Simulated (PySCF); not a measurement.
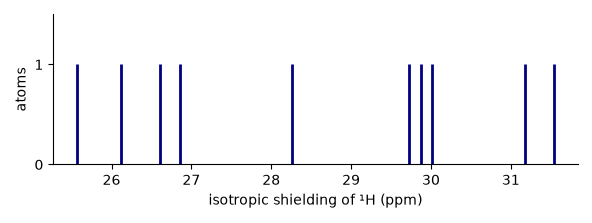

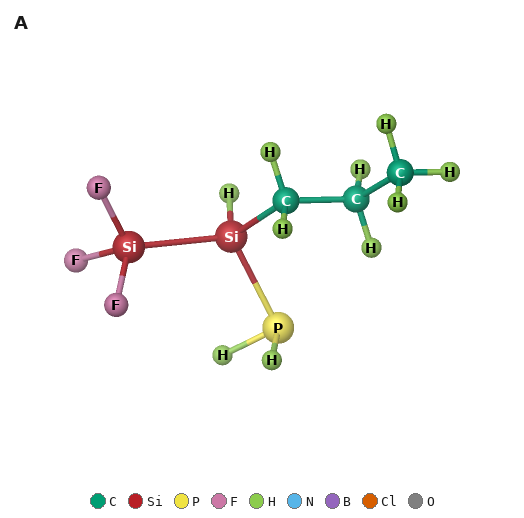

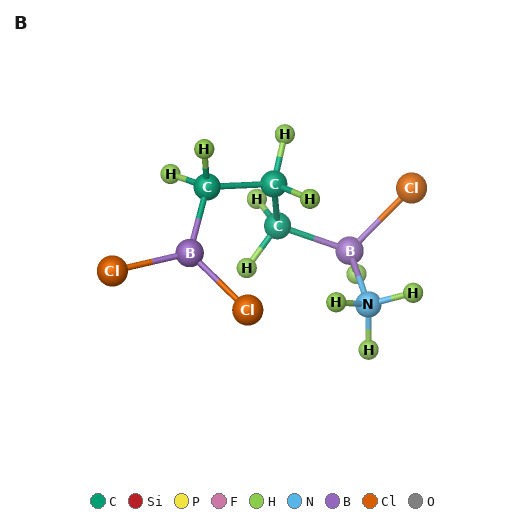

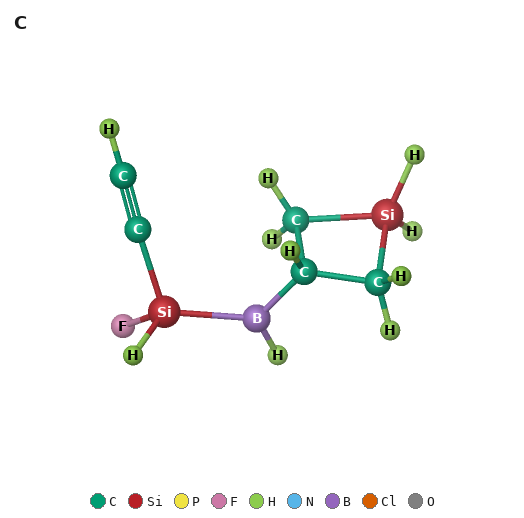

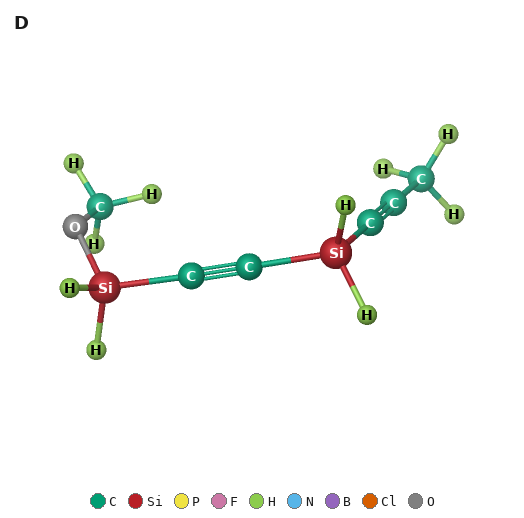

The sticks are computed shieldings of one of the molecules, for one fixed geometry (GFN2-xTB) without averaging over rotations. Low shielding means a high chemical shift. Method: GIAO PBE0/pcSseg-1 NMR shielding, non-relativistic, gas phase (PySCF 2.14.0).

Question: Match the spectrum to a structure.

Answer: C, `C#C[Si@@H](F)BC1C[SiH2]C1`. Its 10 H atoms give lines at 25.57, 26.12, 26.61, 26.86, 28.25, 29.72, 29.88, 30.01, 31.18, 31.54 ppm.

The geometry is semi-empirical. Around B, P, Si such bond lengths and angles can be off by a tenth of an ångström or more and by several degrees, and values that hang on the shape move with them.
